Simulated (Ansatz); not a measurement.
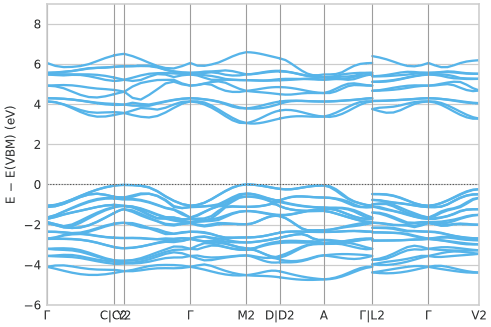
*Band structure from plane-wave PAW r²SCAN with spin–orbit coupling (Ansatz code)*

The gap is 2.96 eV; an edge lies off the plotted path or next to a special point (maximum off the standard path, minimum off the standard path).

The material is VBiO4 in space group C2 (No. 5; V on 2a, Bi on 2b, O on 4c, O on 4c).

The first step of the workflow began from a Materials Project structure, measured or hypothetical; the Crystallography Open Database copy checked does not list it. It is not the phase usual at ambient conditions (space group No. 88). The cell was relaxed with r²SCAN under the symmetry of its start; of distortions, only those at the zone centre were tested. No spin polarisation was allowed. No Hubbard U is applied.

Potentials: the later of the program's two PAW sets.
